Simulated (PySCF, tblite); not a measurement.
# C8H6S: dynamics, then NMR shifts on frames, part 2 of 2

tblite 0.8.0 and PySCF 2.14.0. Atoms count from 0.

## (5) NMR shieldings: 625 fs, PBE0/pcSseg-1

What the job is given:

```
{"job": {"kind": "nmr", "xc": "PBE0", "basis": "pcSseg-1", "pop": false}, "charge": 0, "multiplicity": 1}
C      2.781500     0.646500    -0.820900
C      1.561200     0.735900    -0.637100
C      0.135200     0.573300    -0.236200
C     -0.459900     1.749700     0.333600
C     -1.691000     1.724400     0.794600
C     -2.500200     0.548600     0.570600
C     -1.857600    -0.645000     0.155000
S     -2.897600    -2.067900     0.324600
C     -0.540500    -0.594800    -0.256500
H      3.820600     0.559200    -0.977400
H      0.210800     2.576900     0.245700
H     -2.362700     2.631200     1.128500
H     -3.470000     0.757200     0.678500
H     -1.897600    -2.902300     0.031200
H     -0.176100    -1.607800    -0.638900
```

With the program's defaults for keys left out, this is: GIAO PBE0/pcSseg-1 NMR shielding, non-relativistic, gas phase.

Standard output:

```text
coarse grid: 14032 points
cycle   1  E = -705.8655926825  dE =  1.549e+00  |g| = 3.902e-01  |ddm| = 4.148e+00
cycle   2  E = -705.8638710714  dE =  1.722e-03  |g| = 4.097e-01  |ddm| = 1.109e+00
cycle   3  E = -705.9046217699  dE = -4.075e-02  |g| = 1.139e-01  |ddm| = 5.338e-01
cycle   4  E = -705.9078219877  dE = -3.200e-03  |g| = 4.347e-02  |ddm| = 1.595e-01
cycle   5  E = -705.9082101144  dE = -3.881e-04  |g| = 2.203e-02  |ddm| = 5.766e-02
cycle   6  E = -705.9083302815  dE = -1.202e-04  |g| = 5.653e-03  |ddm| = 2.139e-02
cycle   7  E = -705.9083376356  dE = -7.354e-06  |g| = 1.951e-03  |ddm| = 6.723e-03
final grid: 133648 points
cycle   8  E = -705.9663694137  dE = -2.577e-05  |g| = 8.777e-03  |ddm| = 5.671e-02
cycle   9  E = -705.9663530069  dE =  1.641e-05  |g| = 1.181e-02  |ddm| = 2.578e-02
cycle  10  E = -705.9663888671  dE = -3.586e-05  |g| = 1.615e-03  |ddm| = 1.592e-02
cycle  11  E = -705.9663895508  dE = -6.837e-07  |g| = 4.049e-04  |ddm| = 2.159e-03
cycle  12  E = -705.9663895921  dE = -4.129e-08  |g| = 1.415e-04  |ddm| = 5.575e-04
cycle  13  E = -705.9663895961  dE = -4.041e-09  |g| = 7.294e-05  |ddm| = 1.628e-04
cycle  14  E = -705.9663895974  dE = -1.295e-09  |g| = 1.852e-05  |ddm| = 7.096e-05
cycle  15  E = -705.9663895975  dE = -9.004e-11  |g| = 3.078e-06  |ddm| = 2.501e-05
converged SCF energy = -705.9663895975

GIAO shielding tensors (ppm)
atom      isotropic    diamagn.    paramagn.     s11        s22        s33       span
  0 C       94.933     260.021    -165.087     27.156     39.627    218.016    190.860
  1 C       92.459     253.760    -161.301    -15.419     -3.342    296.138    311.557
  2 C       56.868     258.811    -201.943    -36.843     52.328    155.119    191.962
  3 C       56.167     246.912    -190.745    -40.489     40.751    168.239    208.727
  4 C       46.883     253.588    -206.706    -64.584     40.084    165.149    229.734
  5 C       43.092     252.492    -209.399    -74.170     31.453    171.994    246.164
  6 C       42.714     260.725    -218.010    -52.197     22.741    157.599    209.797
  7 S      502.703    1053.658    -550.955    257.180    442.304    808.626    551.446
  8 C       56.718     247.753    -191.035    -29.424     53.738    145.840    175.264
  9 H       28.657      33.466      -4.810     23.921     24.804     37.245     13.324
 10 H       24.358      30.930      -6.572     20.313     23.805     28.955      8.642
 11 H       22.851      26.131      -3.280     19.072     23.835     25.646      6.574
 12 H       24.779      33.499      -8.720     21.044     22.193     31.100     10.056
 13 H       28.239      28.564      -0.325     21.420     27.593     35.704     14.284
 14 H       23.573      30.819      -7.246     18.431     23.596     28.691     10.259
```

Run time: 24 s. Hardware: 1 thread of Arm Neoverse V1, shared host; peak memory 0.86 GiB.

In short: δ C6 144.2, C5 143.8, C4 140.0, C3 130.8, H11 8.87, H14 8.14 ppm.

## (6) Nuclear shieldings: 800 fs, PBE0/pcSseg-1

What the job is given:

```
{"job": {"kind": "nmr", "xc": "PBE0", "basis": "pcSseg-1", "pop": false}, "charge": 0, "multiplicity": 1}
C      2.911000     0.257700     0.546600
C      1.742500     0.129600     0.343100
C      0.363400     0.233000     0.000900
C     -0.187000     1.538700    -0.075600
C     -1.534800     1.738900    -0.086700
C     -2.385200     0.633900    -0.015600
C     -1.914100    -0.694900    -0.067200
S     -3.091600    -2.027800    -0.078800
C     -0.534300    -0.837400     0.024600
H      3.933400     0.456200     0.759900
H      0.589800     2.338600    -0.172500
H     -2.055400     2.680200    -0.080700
H     -3.430900     0.794900    -0.052500
H     -2.315400    -3.110500    -0.409900
H      0.008300    -1.769700     0.023300
```

Method: GIAO PBE0/pcSseg-1 NMR shielding, non-relativistic, gas phase.

Standard output:

```text
coarse grid: 14032 points
cycle   1  E = -705.8969760216  dE =  1.582e+00  |g| = 3.966e-01  |ddm| = 4.117e+00
cycle   2  E = -705.9033564006  dE = -6.380e-03  |g| = 3.772e-01  |ddm| = 1.043e+00
cycle   3  E = -705.9386159842  dE = -3.526e-02  |g| = 9.286e-02  |ddm| = 5.010e-01
cycle   4  E = -705.9406950102  dE = -2.079e-03  |g| = 3.743e-02  |ddm| = 1.416e-01
cycle   5  E = -705.9410657640  dE = -3.708e-04  |g| = 1.009e-02  |ddm| = 5.303e-02
cycle   6  E = -705.9410903621  dE = -2.460e-05  |g| = 3.090e-03  |ddm| = 1.495e-02
cycle   7  E = -705.9410924092  dE = -2.047e-06  |g| = 1.447e-03  |ddm| = 3.808e-03
final grid: 133648 points
cycle   8  E = -705.9982503805  dE = -3.317e-05  |g| = 7.839e-03  |ddm| = 6.104e-02
cycle   9  E = -705.9982416302  dE =  8.750e-06  |g| = 9.877e-03  |ddm| = 2.309e-02
cycle  10  E = -705.9982656525  dE = -2.402e-05  |g| = 1.775e-03  |ddm| = 1.366e-02
cycle  11  E = -705.9982663989  dE = -7.464e-07  |g| = 5.044e-04  |ddm| = 2.030e-03
cycle  12  E = -705.9982664619  dE = -6.303e-08  |g| = 1.381e-04  |ddm| = 6.878e-04
cycle  13  E = -705.9982664667  dE = -4.774e-09  |g| = 3.774e-05  |ddm| = 1.858e-04
cycle  14  E = -705.9982664670  dE = -3.020e-10  |g| = 1.855e-05  |ddm| = 5.808e-05
converged SCF energy = -705.9982664670

GIAO shielding tensors (ppm)
atom      isotropic    diamagn.    paramagn.     s11        s22        s33       span
  0 C       95.383     259.728    -164.345     33.187     46.130    206.832    173.645
  1 C       98.329     252.778    -154.449     -7.728      4.524    298.190    305.918
  2 C       53.089     257.647    -204.558    -60.424     56.508    163.185    223.609
  3 C       44.451     250.080    -205.629    -57.793     28.067    163.079    220.872
  4 C       56.983     252.714    -195.731    -50.615     44.747    176.819    227.434
  5 C       50.887     250.056    -199.170    -53.882     35.590    170.952    224.834
  6 C       44.113     261.248    -217.135    -50.446     30.726    152.059    202.504
  7 S      501.312    1052.361    -551.049    350.513    392.005    761.418    410.905
  8 C       50.361     250.739    -200.378    -45.513     37.674    158.920    204.433
  9 H       28.294      33.313      -5.020     24.099     24.704     36.078     11.978
 10 H       23.575      29.870      -6.295     19.810     23.240     27.676      7.866
 11 H       24.092      29.135      -5.043     20.559     24.671     27.045      6.486
 12 H       24.715      30.465      -5.749     20.891     23.288     29.967      9.076
 13 H       27.053      27.218      -0.165     20.384     25.655     35.120     14.736
 14 H       24.372      32.828      -8.455     19.560     23.010     30.547     10.987
```

It took 23 s on 1 thread of Arm Neoverse V1, shared host; peak memory 0.86 GiB.

In short: δ C6 142.8, C3 142.5, C8 136.6, C5 136.0, H10 8.14, H11 7.63 ppm.

## (7) Shielding tensors: 1000 fs, PBE0/pcSseg-1

What the job is given:

```
{"job": {"kind": "nmr", "xc": "PBE0", "basis": "pcSseg-1", "pop": false}, "charge": 0, "multiplicity": 1}
C      2.853400    -0.266800     1.215100
C      1.799200     0.166900     0.841900
C      0.514800     0.320400     0.193800
C     -0.012600     1.605700     0.025700
C     -1.311400     1.742300    -0.471800
C     -2.035900     0.676600    -0.830300
C     -1.574000    -0.675600    -0.563900
S     -2.666900    -1.930200    -0.660100
C     -0.260700    -0.798600    -0.118200
H      3.706200    -0.430100     1.736200
H      0.531100     2.472800     0.370500
H     -1.649600     2.715100    -0.443400
H     -3.160800     0.822800    -1.073800
H     -2.029700    -2.734600     0.210000
H      0.241400    -1.733400     0.123000
```

Method: GIAO PBE0/pcSseg-1 NMR shielding, non-relativistic, gas phase.

Standard output:

```text
coarse grid: 14032 points
cycle   1  E = -705.8830307462  dE =  1.716e+00  |g| = 4.009e-01  |ddm| = 4.135e+00
cycle   2  E = -705.8863418089  dE = -3.311e-03  |g| = 3.949e-01  |ddm| = 1.141e+00
cycle   3  E = -705.9251535072  dE = -3.881e-02  |g| = 1.040e-01  |ddm| = 5.457e-01
cycle   4  E = -705.9279050323  dE = -2.752e-03  |g| = 3.558e-02  |ddm| = 1.516e-01
cycle   5  E = -705.9282110930  dE = -3.061e-04  |g| = 1.295e-02  |ddm| = 5.167e-02
cycle   6  E = -705.9282514937  dE = -4.040e-05  |g| = 4.186e-03  |ddm| = 1.705e-02
cycle   7  E = -705.9282547297  dE = -3.236e-06  |g| = 2.307e-03  |ddm| = 4.879e-03
final grid: 133648 points
cycle   8  E = -705.9857307250  dE = -2.627e-05  |g| = 9.126e-03  |ddm| = 5.024e-02
cycle   9  E = -705.9857074434  dE =  2.328e-05  |g| = 1.330e-02  |ddm| = 2.503e-02
cycle  10  E = -705.9857493379  dE = -4.189e-05  |g| = 2.924e-03  |ddm| = 1.534e-02
cycle  11  E = -705.9857515606  dE = -2.223e-06  |g| = 5.320e-04  |ddm| = 3.200e-03
cycle  12  E = -705.9857516310  dE = -7.036e-08  |g| = 1.574e-04  |ddm| = 7.538e-04
cycle  13  E = -705.9857516371  dE = -6.166e-09  |g| = 5.805e-05  |ddm| = 2.253e-04
cycle  14  E = -705.9857516380  dE = -8.674e-10  |g| = 1.733e-05  |ddm| = 7.822e-05
converged SCF energy = -705.9857516380

GIAO shielding tensors (ppm)
atom      isotropic    diamagn.    paramagn.     s11        s22        s33       span
  0 C       98.534     261.604    -163.070     31.493     47.592    216.518    185.025
  1 C       93.123     258.179    -165.056    -15.720     -1.051    296.141    311.861
  2 C       53.119     258.085    -204.966    -55.858     52.360    162.856    218.714
  3 C       49.785     251.083    -201.298    -60.942     39.718    170.581    231.522
  4 C       55.785     253.978    -198.194    -55.992     42.597    180.749    236.741
  5 C       48.392     249.699    -201.307    -49.781     38.052    156.905    206.686
  6 C       43.448     262.216    -218.768    -53.583     18.403    165.523    219.105
  7 S      527.759    1054.128    -526.369    367.109    440.691    775.478    408.369
  8 C       48.265     249.961    -201.696    -46.059     49.130    141.724    187.783
  9 H       30.184      33.872      -3.688     25.388     26.424     38.740     13.352
 10 H       24.351      31.202      -6.851     21.340     23.377     28.336      6.997
 11 H       24.940      30.985      -6.045     21.558     24.882     28.380      6.822
 12 H       23.366      27.739      -4.373     19.105     23.596     27.396      8.291
 13 H       27.524      28.014      -0.491     19.706     27.173     35.693     15.987
 14 H       23.993      33.208      -9.215     19.476     22.447     30.055     10.579
```

Run time: 23 s. Hardware: 1 thread of Arm Neoverse V1, shared host; peak memory 0.86 GiB.

Key values: δ C6 143.5, C8 138.7, C5 138.5, C3 137.1, H12 8.35, H14 7.72 ppm.

## (8) Side by side: NMR shifts

Shifts (ppm) of some atoms, chosen among heavy atoms and hydrogens apart, with basis size and wall time:

```tsv
frame	C3	C4	C8	C6	H11	H9	S7	functions	time
250 fs	145.7	145.4	141.4	132.0	8.08	3.08	-24	190	24 s
425 fs	130.9	127.4	143.6	143.7	7.78	3.75	-24	190	23 s
625 fs	130.8	140.0	130.2	144.2	8.87	3.06	1	190	24 s
800 fs	142.5	129.9	136.6	142.8	7.63	3.42	2	190	23 s
1000 fs	137.1	131.1	138.7	143.5	6.78	1.53	-24	190	23 s
```

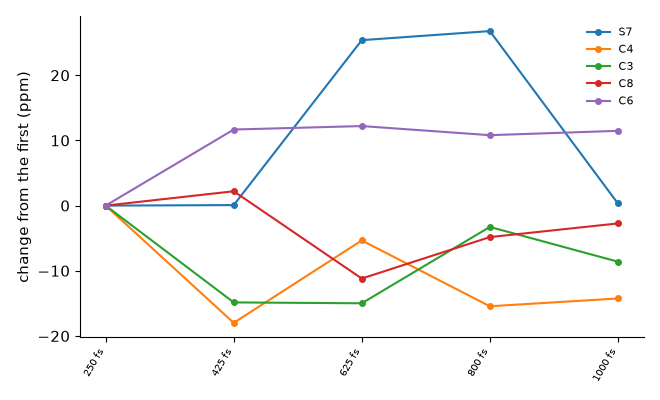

How five of the tabulated atoms move from run to run.

## (9) Results

The summary covers parts 1 to 2.

| quantity | value |
| --- | --- |
| thermostat | 400 K |
| mean temperature, second half | 470 K |
| mean potential energy above the minimum | 0.82 eV |
| 13C shifts against TMS (PBE0/pcSseg-1, 250 fs) | 145.7, 145.4, 144.7, 141.4, 132.0, 127.3, 90.4, 87.9 ppm |
| 1H shifts against TMS (PBE0/pcSseg-1, 250 fs) | 8.26, 8.08, 7.79, 7.75, 4.91, 3.08 ppm |
| 33S shifts against CS2 (PBE0/pcSseg-1, 250 fs) | -24 ppm |
| range of the shift of S7 | -24 to 2 ppm |

In the second half the potential energy averages 0.82 eV above the minimum; equipartition over 39 harmonic modes at 400 K would give 0.67 eV. With 15 atoms the temperature swings widely (121 to 728 K). Shifts at one fixed geometry are not the observed spectrum, which averages over the motion. In the first frame run (250 fs): The largest span, 348 ppm, is at S7, where the paramagnetic term is -524 ppm. NICS(1)zz of -26 ppm above the planar ring from C2 marks a diatropic (aromatic) ring current. Across the 5 runs the shift of S7 moves most, between -24 (250 fs) and 2 ppm (800 fs).
